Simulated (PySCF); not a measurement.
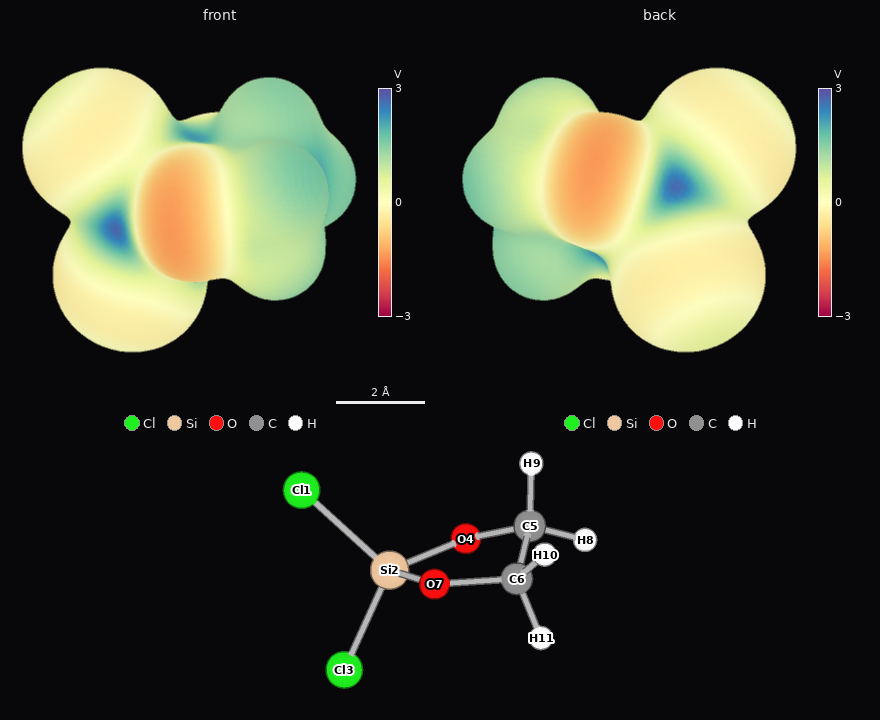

*C₂H₄Cl₂O₂Si (SMILES Cl[Si]1(Cl)OCCO1). The electrostatic potential painted on the density surface at 0.004 e/bohr³, seen from the front and from behind; red is negative and blue positive. The bare structure is drawn below in the same view.*

Geometry: PBE0-D3(BJ)/def2-SVP.

These are results of PySCF, wB97X-D/pcSseg-1, SCF density, gas phase, non-relativistic, not measurements.

```yaml
atoms:
  - { symbol: Cl, position_ang: [5.2545, 2.3783, -1.4359] }
  - { symbol: Si, position_ang: [4.1857, 1.0079, -0.3775] }
  - { symbol: Cl, position_ang: [5.4938, -0.2238, 0.5812] }
  - { symbol: O, position_ang: [3.1059, 1.6718, 0.6868] }
  - { symbol: C, position_ang: [1.7884, 1.4591, 0.1977] }
  - { symbol: C, position_ang: [1.8328, 0.2239, -0.7130] }
  - { symbol: O, position_ang: [3.1047, 0.2130, -1.3474] }
  - { symbol: H, position_ang: [1.1045, 1.3141, 1.0475] }
  - { symbol: H, position_ang: [1.4581, 2.3510, -0.3639] }
  - { symbol: H, position_ang: [1.0447, 0.2536, -1.4802] }
  - { symbol: H, position_ang: [1.7080, -0.7030, -0.1252] }
```

**Which sites attract a positive test charge, and which a negative one?**

A positive charge is drawn to the negative regions and a negative charge to the positive ones. The most negative region (about −1.4 V) lies over O4 and O7, the most positive (about +2.5 V) over Si2. Cl1 shows a σ-hole: about +0.5 V at the tip opposite its bond, against about −0.2 V on its flanks. Cl3 shows a σ-hole: about +0.5 V at the tip opposite its bond, against about −0.2 V on its flanks.

**What dipole moment does the calculation give?**

Its dipole moment is 3.11 D.
